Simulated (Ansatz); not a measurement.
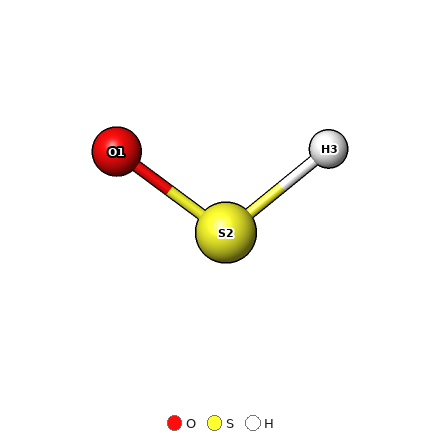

The system is HOS, SMILES O=[SH+], charge +1; the picture shows the reference structure. The first coordinate is: angle O1–S2–H3; the second: change of the bonds S2–O1, S2–H3, all alike. Nothing is relaxed (all other coordinates rigid). The grid has 15 × 15 points. Points are written as (first, second). All energies are given in eV relative to the relaxed molecule at the same level. Theory: RKS B3LYP-D4/def2-TZVP in Ansatz.

Its coordinates:

```
atom    x (Å)    y (Å)    z (Å)
   O   1.0198  -0.0775   0.5530
   S  -0.1503  -0.5422  -0.1403
   H  -0.8695   0.6197  -0.4126
```

Range: angle O1–S2–H3 from 59.2 to 149.2°; change of the bonds S2–O1, S2–H3, all alike from −0.156 to 0.241 Å.

Q: What landscape does the calculation give?

A: The lowest grid point is at (104.2°, 0.014 Å), 0.008 eV from the relaxed molecule at the same level. It is the only kind of minimum in the scanned range. The highest grid point, (59.2°, −0.156 Å), lies 5.25 eV above the lowest. Round the minimum the two coordinates are weakly coupled (coupling 0.09 in units of the two stiffnesses).

```tsv
second ↓, first →	59.2	65.6	72.0	78.5	84.9	91.3	97.7	104.2	110.6	117.0	123.5	129.9	136.3	142.7	149.2
0.241	2.88	2.62	2.30	2.02	1.80	1.67	1.60	1.61	1.68	1.81	2.00	2.24	2.54	2.88	3.27
0.212	2.69	2.41	2.07	1.76	1.53	1.38	1.31	1.31	1.38	1.52	1.71	1.96	2.26	2.62	3.02
0.184	2.54	2.23	1.86	1.54	1.29	1.12	1.04	1.04	1.11	1.24	1.44	1.70	2.01	2.38	2.79
0.156	2.42	2.08	1.68	1.33	1.06	0.89	0.79	0.79	0.85	0.99	1.19	1.46	1.78	2.16	2.59
0.127	2.32	1.95	1.53	1.15	0.86	0.67	0.57	0.55	0.61	0.75	0.96	1.23	1.56	1.95	2.40
0.099	2.27	1.87	1.41	1.01	0.70	0.49	0.37	0.35	0.41	0.55	0.76	1.04	1.39	1.79	2.25
0.071	2.27	1.83	1.34	0.91	0.57	0.34	0.22	0.19	0.25	0.39	0.60	0.89	1.24	1.66	2.13
0.042	2.32	1.84	1.32	0.85	0.49	0.25	0.11	0.07	0.13	0.27	0.48	0.78	1.14	1.57	2.06
0.014	2.44	1.92	1.35	0.86	0.47	0.21	0.05	0.01	0.06	0.20	0.42	0.72	1.09	1.53	2.03
−0.014	2.63	2.06	1.46	0.93	0.52	0.23	0.06	0.01	0.05	0.19	0.42	0.72	1.10	1.56	2.08
−0.042	2.91	2.30	1.65	1.09	0.64	0.33	0.15	0.08	0.12	0.26	0.49	0.80	1.19	1.65	2.19
−0.071	3.30	2.64	1.95	1.34	0.87	0.54	0.33	0.26	0.29	0.42	0.65	0.97	1.37	1.85	2.40
−0.099	3.80	3.09	2.35	1.71	1.20	0.84	0.62	0.53	0.55	0.69	0.92	1.24	1.65	2.14	2.70
−0.127	4.43	3.67	2.88	2.20	1.66	1.27	1.03	0.93	0.94	1.07	1.30	1.63	2.05	2.55	3.13
−0.156	5.26	4.44	3.60	2.87	2.29	1.87	1.61	1.49	1.50	1.62	1.86	2.19	2.61	3.12	3.72
```

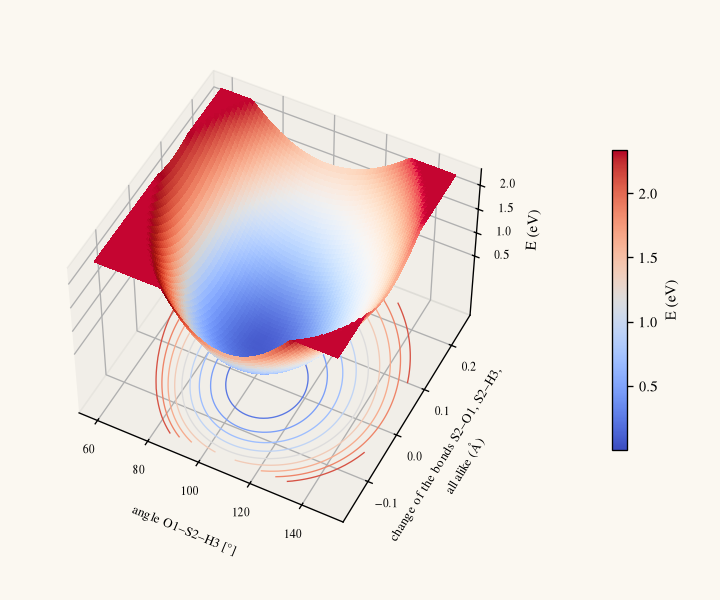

In the figure: a relief with its contours projected below, any walls above the top of the colour scale cut off. Between grid points the surface is interpolated.

The whole map (225 points run) took 3.1 min on 1 thread of Arm Neoverse V2, with other jobs on the host.
